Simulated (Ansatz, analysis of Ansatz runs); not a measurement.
**Migration barrier of interstitial H in bcc Nb, hop from a tetrahedral to the next tetrahedral site (LDA)**

How near does this set-up come to the measured migration barrier? Subject: interstitial H in bcc Nb, hop from a tetrahedral to the next tetrahedral site. Set-up: LDA, 32-site cell, LDA lattice, 420 eV, k: 4x4x4 Gamma-centred. The model is a cell of 32 host atoms with 1 H put in. The barrier is the energy of the highest image of a climbing band over the relaxed site that the atom leaves. A local or semilocal functional is the cheapest first rung.

**The experiment.** Migration barrier: 0.098 eV, by Gorsky effect and other diffusion measurements (T > 250 K); average of cited values (quoted in “Explainable Machine Learning for Hydrogen Diffusion in Metals and Random Binary Alloys”, 2023, G. M. Lu et al., quoting earlier work (1978)). Migration barrier: 0.068 eV (quoted in “Ab-initio study of the transition pathways for single and double interstitial solute (H, N, O, H-H, N-N, and O-O) within bcc refractory metals (Mo and Nb)”, 2024, H. E. Quarshie et al., quoting earlier work (2007)). The calculation is set beside it at the end.

Program: Ansatz 0.2.0. Level of theory: plane-wave PAW DFT, LDA; relaxation of all atoms of a defect supercell. Results are calculated unless marked as measured.

## 1. Starting point

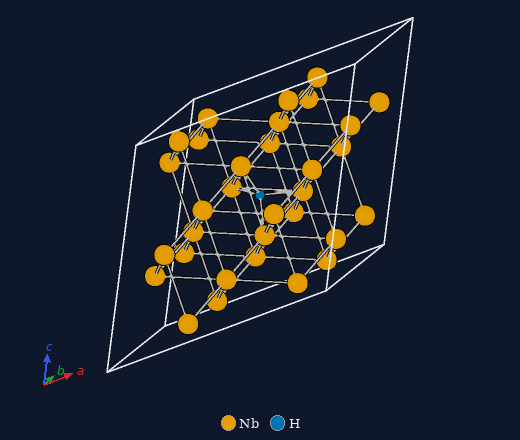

The starting structure, seen slightly off an axis (niobium orange, hydrogen blue).

The cell holds 33 atoms: 32 Nb and 1 H. Its edges and angles: a = 9.183 Å, b = 9.183 Å, c = 9.183 Å, α = 60.0°, β = 60.0°, γ = 60.0°. It derives from Nb (space group Im-3m). Nearest the centre at fractional (0.312, 0.438, 0.562): H33 at 0.00 Å, Nb14 at 1.81 Å, Nb4 at 1.81 Å, Nb7 at 1.81 Å, Nb29 at 1.81 Å, Nb22 at 2.93 Å, Nb13 at 2.93 Å, Nb8 at 2.93 Å.

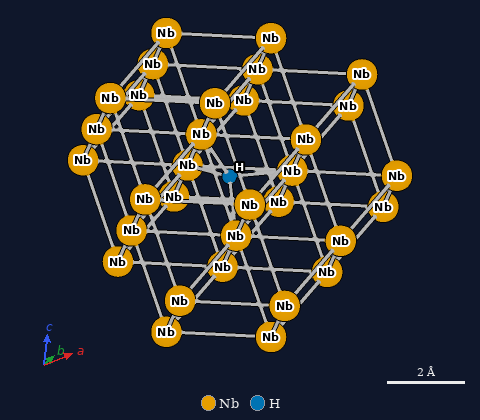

The atoms within 5 Å of the centre.

The host's primitive cell comes from a first run (plane-wave PAW DFT, LDA; relaxation of the host's cell and atoms): vectors of 2.812, 2.812 and 2.812 Å. That is 17.11 Å³ an atom, 5.3 % under the diffraction cell's volume. The supercell is built on it.

## 2. Relaxation, charge 0

A barrier counts from a true minimum, so both ends of the jump are relaxed first.

Input file start/input.yaml:

```yaml
relax:
  f_tol: 0.02
  max_steps: 80
  escape_saddle: false
crystal:
  lattice:
    - [0.0, 6.49331439, 6.49331439]
    - [6.49331439, 0.0, 6.49331439]
    - [6.49331439, 6.49331439, 0.0]
  atoms:
    - { symbol: Nb, position: [0.0, 0.0, 0.0] }
    - { symbol: Nb, position: [0.125, 0.125, 0.125] }
    - { symbol: Nb, position: [0.25, 0.25, 0.25] }
    - { symbol: Nb, position: [0.375, 0.375, 0.375] }
    - { symbol: Nb, position: [0.0, 0.0, 0.5] }
    - { symbol: Nb, position: [0.125, 0.125, 0.625] }
    - { symbol: Nb, position: [0.25, 0.25, 0.75] }
    - { symbol: Nb, position: [0.375, 0.375, 0.875] }
    - { symbol: Nb, position: [0.0, 0.5, 0.0] }
    - { symbol: Nb, position: [0.125, 0.625, 0.125] }
    - { symbol: Nb, position: [0.25, 0.75, 0.25] }
    - { symbol: Nb, position: [0.375, 0.875, 0.375] }
    - { symbol: Nb, position: [0.0, 0.5, 0.5] }
    - { symbol: Nb, position: [0.125, 0.625, 0.625] }
    - { symbol: Nb, position: [0.25, 0.75, 0.75] }
    - { symbol: Nb, position: [0.375, 0.875, 0.875] }
    - { symbol: Nb, position: [0.5, 0.0, 0.0] }
    - { symbol: Nb, position: [0.625, 0.125, 0.125] }
    - { symbol: Nb, position: [0.75, 0.25, 0.25] }
    - { symbol: Nb, position: [0.875, 0.375, 0.375] }
    - { symbol: Nb, position: [0.5, 0.0, 0.5] }
    - { symbol: Nb, position: [0.625, 0.125, 0.625] }
    - { symbol: Nb, position: [0.75, 0.25, 0.75] }
    - { symbol: Nb, position: [0.875, 0.375, 0.875] }
    - { symbol: Nb, position: [0.5, 0.5, 0.0] }
    - { symbol: Nb, position: [0.625, 0.625, 0.125] }
    - { symbol: Nb, position: [0.75, 0.75, 0.25] }
    - { symbol: Nb, position: [0.875, 0.875, 0.375] }
    - { symbol: Nb, position: [0.5, 0.5, 0.5] }
    - { symbol: Nb, position: [0.625, 0.625, 0.625] }
    - { symbol: Nb, position: [0.75, 0.75, 0.75] }
    - { symbol: Nb, position: [0.875, 0.875, 0.875] }
    - { symbol: H, position: [0.3125, 0.4375, 0.5625] }
basis:
  ecutwfc: 420
  xc_grid: 2
hamiltonian:
  xc: lda
kpoints:
  mp_grid: { grid: [4, 4, 4] }
scf:
  occupations: { method: methfessel_paxton, width: 0.1 }
  max_iter: 120
output:
  forces: true
checkpoint:
  write: "../start.run"
  compress: false
  write_wavefunctions: true
  write_every: 100000
```

Command:

```
> ansatz run input.yaml --threads 4 --pin off --max-ram 14131MiB --backend cpu --events-out ev --progress --plain --runs-dir out
```

Numbers of over 12 decimals in the logs are rounded to 6 here.

What it wrote:

```text
[... repeated set-up lines and file paths are left out, and long positions are rounded to six places ...]
Engine: ansatz 0.2.0, aarch64-unknown-linux-gnu
Pseudopotentials: kind: paw
Pseudopotential: Nb, paw, valence charge 13, recommended cutoff 420 eV (normal), Nb.paw.azcp
Pseudopotential: H, paw, valence charge 1, recommended cutoff 420 eV (normal), H.paw.azcp
Functional definition: SPW92
  exchange = slater_x
  correlation = pw_c
Crystal: 33 atoms, lattice volume = 547.557 Å³
Basis set: ecut = 420 eV, 10777 PW (Γ), exchange–correlation on 128×128×128 points (8 copies of the dense FFT grid, shifted against one another)
Bands: 251, of which v1, the nominal top of the filled ones, is band 209 counted from 1 (208 counted from 0)
Symmetry: 8 space group operations
Space group: I-42m (ITA 121), of the structure as read, at distance tolerance 8.2e-5 Å
k-points: 13 of 64 (time reversal used)
Non-local potential: Nb, projectors of the file, l = 0: 3, l = 1: 2, l = 2: 2, l = 3: 1
Non-local potential: H, projectors of the file, l = 0: 2, l = 1: 1
PAW form: soft (Blöchl's): semilocal exchange-correlation on the pseudo side does not see the compensation charge
PAW frozen core: Nb, regenerated for the run's functional, and the local potential with it (the file was generated under x = pbe(κ = 0.804, μ = 0.219515), c = pbe(β = 0.066725))
PAW one-centre angular grid: Nb, 590 points (default); XC on 64 Gauss nodes
PAW one-centre angular grid: H, 110 points (default); XC on 64 Gauss nodes
Initial density: superposition of atomic densities (neutral atoms: chi_scale 0, normalization atom), corrected by the library's trained network
Initial wavefunctions: pseudopotential atomic-orbital guess
Functional: x = slater, c = lda
SCF iter   1: F=—  HF=-142178.942913 eV  |F-HF|=—  |Δ(HF+E_count)|=         —  Δρ=6.48e-3  dr2=7.12e-2  ethr=1.77e-3  ⟨swp⟩=6.5  Hψ=12826  notcnv=0  defer=5
preconditioner: auto → Kerker (q_TF=auto, 2.607 Å⁻¹)  [metal: Δε(μ)=0.004 eV  Ē_g=3.776 eV  σ=0.100 eV  W_gap=0.04  n_scr=168 (ndim 8)  ℏωp=20.1 eV  f_vac=0.000  D(μ)=57.68/eV (n_scr^D=748)]
SCF iter   2: F=—  HF=-142178.922610 eV  |F-HF|=—  |Δ(HF+E_count)|=   2.03e-2  S|Δr|=    0.00e0  Δρ=3.61e-3  dr2=2.29e-2  ethr=1.71e-5  ⟨swp⟩=2.0  Hψ=4713  notcnv=0  defer=8
SCF iter   3: F=—  HF=-142178.917468 eV  |F-HF|=—  |Δ(HF+E_count)|=   5.14e-3  S|Δr|=    0.00e0  Δρ=1.83e-4  dr2=1.25e-4  ethr=5.48e-6  ⟨swp⟩=2.0  Hψ=3973  notcnv=0  defer=8
SCF iter   4: F=—  HF=-142178.918709 eV  |F-HF|=—  |Δ(HF+E_count)|=   1.24e-3  S|Δr|=    0.00e0  Δρ=5.89e-5  dr2=1.27e-5  ethr=3.00e-8  ⟨swp⟩=2.2  Hψ=4643  notcnv=0  defer=8
SCF iter   5: F=-142178.918708 eV  HF=-142178.918708 eV  |F-HF|=5.46e-7  |Δ(HF+E_count)|=   5.50e-7  S|Δr|=    0.00e0  Δρ=1.54e-5  dr2=1.21e-6  ethr=2.40e-9  ⟨swp⟩=4.0  Hψ=9233  notcnv=0
SCF 1 converged in 5 iterations: F = -142178.918708 eV  dr2 = 1.21e-6
  greatest PAW one-centre occupation: 0.997 electrons in one spin orbital (limit 2), on the Nb atom at site 31 (counted from 0), in its partial waves of l = 0
relax step   1: F+E_penalty+E_count = -142178.91870770 eV  Δ(F+E_penalty+E_count) = +0.000e0 eV  max|allowed force component| = 1.176e0 eV/Å  Δτ_max = 0.0000 Å  (5 SCF iters, dr2 threshold 1.00e-5 eV, accepted)
[... the SCF cycles and remarks between the steps are left out from here to the last step ...]
relax step   2: F+E_penalty+E_count = -142178.99656583 eV  Δ(F+E_penalty+E_count) = -7.786e-2 eV  max|allowed force component| = 7.140e-1 eV/Å  Δτ_max = 0.1313 Å  (5 SCF iters, dr2 threshold 8.64e-5 eV, accepted)
relax step   3: F+E_penalty+E_count = -142179.11997384 eV  Δ(F+E_penalty+E_count) = -1.234e-1 eV  max|allowed force component| = 1.472e-1 eV/Å  Δτ_max = 0.0660 Å  (5 SCF iters, dr2 threshold 3.19e-5 eV, accepted)
relax step   4: F+E_penalty+E_count = -142179.12696585 eV  Δ(F+E_penalty+E_count) = -6.992e-3 eV  max|allowed force component| = 6.971e-3 eV/Å  Δτ_max = 0.0150 Å  (5 SCF iters, dr2 threshold 1.35e-6 eV, accepted)
iter 1 solved again at ethr=5.64e-11 eV; its pass at ethr=3.10e-3 eV (dr2=2.35e-7 eV) is discarded
SCF iter   1: F=—  HF=-142179.126966 eV  |F-HF|=—  |Δ(HF+E_count)|=         —  Δρ=5.41e-6  dr2=2.35e-7  ethr=5.64e-11  ⟨swp⟩=1.9  Hψ=9112  notcnv=0  defer=310
SCF iter   2: F=-142179.126966 eV  HF=-142179.126966 eV  |F-HF|=3.95e-8  |Δ(HF+E_count)|=   2.30e-8  S|Δr|=    0.00e0  Δρ=3.10e-6  dr2=6.02e-8  ethr=2.40e-11  ⟨swp⟩=2.6  Hψ=7445  notcnv=0
SCF 5 converged in 2 iterations: F = -142179.126966 eV  dr2 = 6.02e-8
relax step   5: F+E_penalty+E_count = -142179.12696597 eV  Δ(F+E_penalty+E_count) = -1.176e-7 eV  max|allowed force component| = 7.014e-3 eV/Å  Δτ_max = 0.0000 Å  (2 SCF iters, accepted)
NSCF: frozen V_eff on 13 k-points
the band table was solved once a step of the walk had ended and its energy, with any forces and stress, was formed, with the checks that follow a solve (12213 applications of the Hamiltonian). They found nothing against the state; [...]
SCF converged after 2 iterations
Stability not checked: this state was not tested for a lower state beside it, because cold or Methfessel-Paxton smearing, or corrected tetrahedra, fill the levels in a way that the test cannot read (fill_not_monotonic; see scf.lower_state_search)
Free energy (F): -142179.126966 eV
Harris-Foulkes:  -142179.126966 eV  (|F-HF|=3.95e-8)
Internal energy: -142179.113083 eV  (E = F + TS)
E sigma→0 (E₀):  -142179.123495 eV
Entropy (-TS):   -0.013883 eV (-0.421 meV/atom)
Fermi energy:    18.623595 eV
--- Per-component energies (eV) ---
  E_band       = -1769.734851
  E_kinetic    = 12743.667801
  E_local      = -21370.182451  (includes V_loc(G=0)·N_el)
  E_nonlocal   = 3998.863943
  E_hartree    = 6639.084754
  E_xc         = -5619.243440
  E_vxc        = -6853.310368  (∫ρ·V_xc dr)
  E_paw        = -94893.520387  (= ΣΔE_a)
  E_vpaw       = -3566.941570  (= ΣTr[D̂ρ^β])
  E_aug_tail   = -0.001046  (compensation charges beyond the density's cutoff)
  E_ewald      = -43691.404477
  E_core_change = 13.622219  (= ΣΔE_core)
  E_smearing   = -0.013883  (= −TS)
  E_closure    = -0.000000  (closes the sum)
  Σ components = -142179.126966   (vs F -142179.126966, Δ=0.00e0)
--- Forces (eV/Å), atoms counted from 1 ---
  atom   1  Nb     0.00000000     0.00403339     0.00315064
  atom   2  Nb    -0.00246746     0.00452010     0.00287178
  atom   3  Nb     0.00287178    -0.00452010     0.00246746
  atom   4  Nb    -0.00701418     0.00157876     0.00000000
  atom   5  Nb    -0.00287178    -0.00452010    -0.00246746
  atom   6  Nb    -0.00063019     0.00067420    -0.00061654
  atom   7  Nb    -0.00000000    -0.00157876    -0.00701418
  atom   8  Nb     0.00080213     0.00374569    -0.00000000
  atom   9  Nb     0.00061654    -0.00067420    -0.00063019
  atom  10  Nb    -0.00293620    -0.00474417     0.00000000
  atom  11  Nb    -0.00000000    -0.00374569     0.00080213
  atom  12  Nb     0.00063019     0.00067420     0.00061654
  atom  13  Nb    -0.00000000    -0.00374569    -0.00080213
  atom  14  Nb     0.00701418     0.00157876     0.00000000
  atom  15  Nb     0.00061654    -0.00067420     0.00063019
  atom  16  Nb     0.00246746     0.00452010     0.00287178
  atom  17  Nb     0.00000000     0.00474417    -0.00293620
  atom  18  Nb     0.00315064    -0.00403339     0.00000000
  atom  19  Nb    -0.00061654    -0.00067420     0.00063019
  atom  20  Nb     0.00246746     0.00452010    -0.00287178
  atom  21  Nb    -0.00061654    -0.00067420    -0.00063019
  atom  22  Nb    -0.00080213     0.00374569    -0.00000000
  atom  23  Nb     0.00000000     0.00474417     0.00293620
  atom  24  Nb     0.00063019     0.00067420    -0.00061654
  atom  25  Nb     0.00287178    -0.00452010    -0.00246746
  atom  26  Nb    -0.00063019     0.00067420     0.00061654
  atom  27  Nb     0.00000000     0.00403339    -0.00315064
  atom  28  Nb     0.00293620    -0.00474417     0.00000000
  atom  29  Nb    -0.00000000    -0.00157876     0.00701418
  atom  30  Nb    -0.00246746     0.00452010    -0.00287178
  atom  31  Nb    -0.00287178    -0.00452010     0.00246746
  atom  32  Nb    -0.00315064    -0.00403339     0.00000000
  atom  33  H      0.00000000     0.00000000     0.00000000
  max |Σ_I F_I| component: 5.85e-18 eV/Å
--- Band table (eV; the first three rows and the last of 13) ---
  k-point 0: bands = ["-35.5413", "-35.3657", "-35.3657", "-35.3539", [... 243 left out ...] "22.0710", "22.0710", "22.0758", "22.0798"]
  k-point 1: bands = ["-35.5247", "-35.4145", "-35.3710", "-35.3597", [... 243 left out ...] "21.8305", "21.8730", "21.8917", "21.9104"]
  [... further k-points left out ...]
--- Relaxed structure (5 steps of the walk, 5 accepted, 0 SCFs on fresh bases) ---
  F+E_penalty+E_count = -142179.12696597 eV   max|allowed force component| = 7.014e-3 eV/Å
  atoms:
    - { symbol: Nb, position: [-0.000226, -0.001221, 0.001221] }
    - { symbol: Nb, position: [0.124161, 0.122781, 0.127438] }
    - { symbol: Nb, position: [0.250621, 0.249161, 0.247781] }
    - { symbol: Nb, position: [0.376975, 0.373025, 0.366771] }
    - { symbol: Nb, position: [-0.002219, 0.002438, 0.500621] }
    - { symbol: Nb, position: [0.125011, 0.123942, 0.626295] }
    - { symbol: Nb, position: [0.248025, 0.241771, 0.758229] }
    - { symbol: Nb, position: [0.374770, 0.375230, 0.875281] }
    - { symbol: Nb, position: [-0.001058, 0.501295, -0.000248] }
    - { symbol: Nb, position: [0.124846, 0.625154, 0.124518] }
    - { symbol: Nb, position: [0.250230, 0.750281, 0.249719] }
    - { symbol: Nb, position: [0.376295, 0.874752, 0.375011] }
    - { symbol: Nb, position: [-0.000281, 0.499770, 0.500230] }
    - { symbol: Nb, position: [0.116771, 0.633229, 0.626975] }
    - { symbol: Nb, position: [0.248705, 0.751058, 0.749989] }
    - { symbol: Nb, position: [0.374379, 0.872562, 0.877219] }
    - { symbol: Nb, position: [0.500154, -0.000482, 0.000482] }
    - { symbol: Nb, position: [0.625226, 0.124774, 0.123779] }
    - { symbol: Nb, position: [0.749752, 0.250011, 0.248942] }
    - { symbol: Nb, position: [0.877438, 0.375621, 0.374161] }
    - { symbol: Nb, position: [0.499989, 0.000248, 0.498705] }
    - { symbol: Nb, position: [0.625281, 0.124719, 0.624770] }
    - { symbol: Nb, position: [0.750482, 0.249846, 0.750154] }
    - { symbol: Nb, position: [0.875248, 0.373705, 0.876058] }
    - { symbol: Nb, position: [0.500839, 0.499379, -0.002438] }
    - { symbol: Nb, position: [0.626058, 0.624989, 0.125248] }
    - { symbol: Nb, position: [0.751221, 0.750226, 0.249774] }
    - { symbol: Nb, position: [0.874518, 0.875482, 0.374846] }
    - { symbol: Nb, position: [0.508229, 0.501975, 0.498025] }
    - { symbol: Nb, position: [0.627219, 0.625839, 0.624379] }
    - { symbol: Nb, position: [0.747562, 0.752219, 0.750839] }
    - { symbol: Nb, position: [0.873779, 0.876221, 0.875226] }
    - { symbol: H, position: [0.312500, 0.437500, 0.5625] }
```

Wall time 4.3 min (4 threads of Arm Neoverse V1, shared host); peak memory 3.8 GiB.

The steps of the relaxation:

```
step  energy less that of the first step (eV)  largest force component (eV/Å)
   1                                   0.0000                          1.1757
   2                                  -0.0779                          0.7140
   3                                  -0.2013                          0.1472
   4                                  -0.2083                          0.0070
   5                                  -0.2083                          0.0070
```

Forces are held to the 8 operations that the run works with; a distortion that breaks them can't arise in this run.

The atoms that moved most (Å):

```
atom      dx      dy      dz  length
 Nb4  -0.066  -0.041   0.000   0.078
Nb14   0.066  -0.041   0.000   0.078
Nb29   0.000   0.041   0.066   0.078
 Nb7   0.000   0.041  -0.066   0.078
Nb30   0.001   0.010   0.020   0.022
 Nb5   0.020  -0.010   0.001   0.022
Nb20  -0.001   0.010   0.020   0.022
 Nb3  -0.020  -0.010  -0.001   0.022
```

Neighbours of H33 at the end:

```csv
atom,distance (Å)
Nb7,1.892
Nb29,1.892
Nb4,1.892
Nb14,1.892
Nb22,2.929
Nb8,2.929
Nb13,2.929
Nb11,2.929
```

This step gave:

- free energy: -142179.1270 eV
- smearing term TS: 0.01388 eV

The other runs of this kind differ in structure, charge or spin alone:

```
                 run    outcome  energy less the first (eV)  moment (μB)     time
relaxation, charge 0  converged                      0.0000         0.00  4.3 min
relaxation, charge 0  converged                      0.0000         0.00  4.3 min
```

The relaxation ends 6.3 meV an atom lower, with a largest force component of 0.0070 eV/Å.

(Continued in part 2 of 2.)

[Logs are printed without paths, hosts, clocks, repeated set-up lines and the standing remarks that a program may print on its own settings, such as how far it seeks lower states.]

[Hosts, paths, dates, database ids (printed as entryN), source tags and the programs' standing remarks are cut or masked in the printed files.]

[For some hosts the program warned that the k-mesh of the response run may be too coarse for force constants and the static dielectric constant; such warnings are not shown here.]
